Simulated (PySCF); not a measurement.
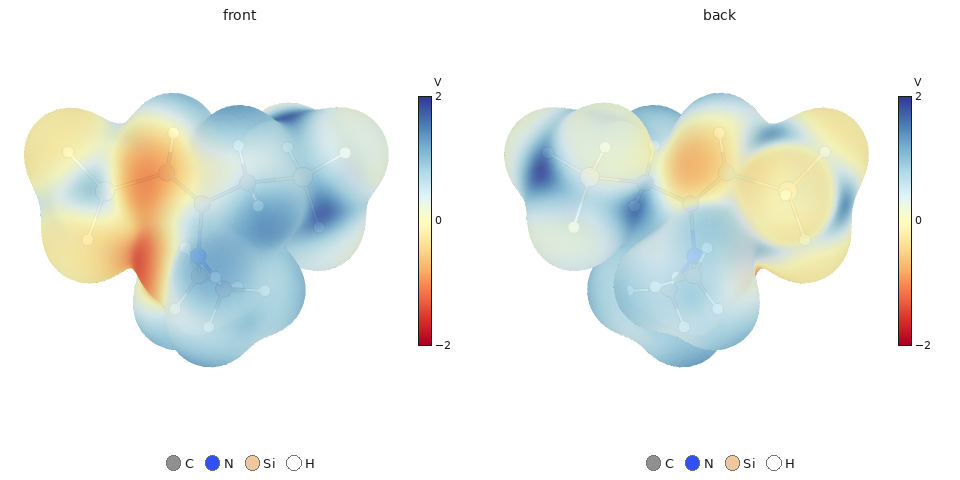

C5H15NSi2 (SMILES CN(C)/C(=C\[SiH3])C[SiH3]). The molecular electrostatic potential painted on the density surface at 0.004 e/bohr³, seen from the front and from behind; the colour scale runs from red (negative) to blue (positive).

Geometry: GFN2-xTB.

Method: PBE0/pcSseg-1, SCF density, gas phase, non-relativistic (PySCF).

```yaml
atoms:
  - { symbol: C, position_ang: [-1.3106, -1.7372, 0.1641] }
  - { symbol: N, position_ang: [-0.9411, -0.3473, 0.0496] }
  - { symbol: C, position_ang: [-1.3739, 0.2283, -1.2046] }
  - { symbol: C, position_ang: [0.2837, 0.0776, 0.5728] }
  - { symbol: C, position_ang: [0.4670, 1.3583, 0.9322] }
  - { symbol: Si, position_ang: [-0.8270, 2.6987, 1.0194] }
  - { symbol: C, position_ang: [1.4043, -0.9167, 0.6980] }
  - { symbol: Si, position_ang: [2.3162, -1.1043, -0.9679] }
  - { symbol: H, position_ang: [-2.3750, -1.8231, -0.0603] }
  - { symbol: H, position_ang: [-1.1548, -2.0784, 1.1865] }
  - { symbol: H, position_ang: [-0.7656, -2.3960, -0.5276] }
  - { symbol: H, position_ang: [-1.0725, -0.3987, -2.0563] }
  - { symbol: H, position_ang: [-2.4620, 0.3189, -1.2118] }
  - { symbol: H, position_ang: [-0.9425, 1.2154, -1.3327] }
  - { symbol: H, position_ang: [1.4603, 1.6209, 1.2739] }
  - { symbol: H, position_ang: [-0.4701, 3.6005, 2.1214] }
  - { symbol: H, position_ang: [-2.1537, 2.1294, 1.2594] }
  - { symbol: H, position_ang: [-0.8823, 3.5095, -0.2099] }
  - { symbol: H, position_ang: [2.1124, -0.5677, 1.4506] }
  - { symbol: H, position_ang: [1.0433, -1.8881, 1.0320] }
  - { symbol: H, position_ang: [1.4205, -1.6880, -1.9720] }
  - { symbol: H, position_ang: [2.7574, 0.2118, -1.4265] }
  - { symbol: H, position_ang: [3.4613, -1.9967, -0.7801] }
```

**Which sites attract a positive test charge, and which a negative one?**

A positive charge is drawn to the negative regions and a negative charge to the positive ones. The most negative region (about −1.2 V) lies over N2, the most positive (about +1.7 V) over Si8. N2 is the likeliest acceptor of a hydrogen bond.

**How polar is the molecule by this calculation?**

Its dipole moment is 2.17 D.
